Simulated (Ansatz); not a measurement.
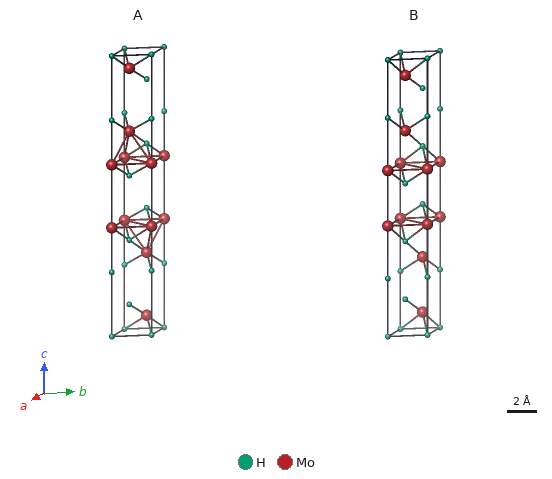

Two geometries of crystalline Mo₂H₃ (built on the tetradymite_166 type) (coarse preliminary run), drawn at one scale. One is the start of a relaxation, the other its converged end. Style: ball-and-stick. Shown: the conventional cell (3 times the calculation's cell), slightly off an axis. Lengths and directions refer to the drawn axes.

Method: DFT PBE, scalar-relativistic, plane waves, PAW (Ansatz 0.2.0). (plane-wave cutoff 420 eV; k-point mesh 6 × 6 × 6; occupations gaussian; smearing width 0.1 eV; no spin polarisation; cell and atoms relaxed; force threshold 0.04 eV/Å; at most 70 steps)

> Which of the two is the end point?

Structure A is the relaxed one. Case: tetradymite type (R-3m, No. 166). The largest moves relative to the cell, 0.40 Å, are those of H atoms. By element the largest moves are H 0.40 Å, Mo 0.25 Å. The drawn cell changes as follows: a = b 2.888 → 2.898 Å (+0.4 %), c 20.080 → 20.367 Å (+1.4 %); the volume changes by +2.2 %. Near-neighbour distances that change, for instance: Mo–Mo 3.154 → 2.778 Å, H–Mo 2.138 → 2.007 Å, H–Mo 2.024 → 1.955 Å, Mo–Mo 2.888 → 2.898 Å. Bond angles that change, for instance: Mo–H–Mo 95.0° → 87.6°, Mo–H–Mo 85.0° → 92.4°, Mo–H–Mo 91.0° → 95.7°. The space group stays R-3m (No. 166). The energy falls by 172 meV per atom in 6 accepted moves (7 points after the start). The largest force component goes from 1.7 to 0.016 eV/Å. The pressure goes from −15.88 to 0.17 GPa. The SCF was repeated once at an unchanged geometry on a basis and grid sized afresh for the cell, which shifted the energy by 0.2 meV per atom at most.

Limits of the set-up: layers or molecules are held without a dispersion correction, so their spacing is unreliable.
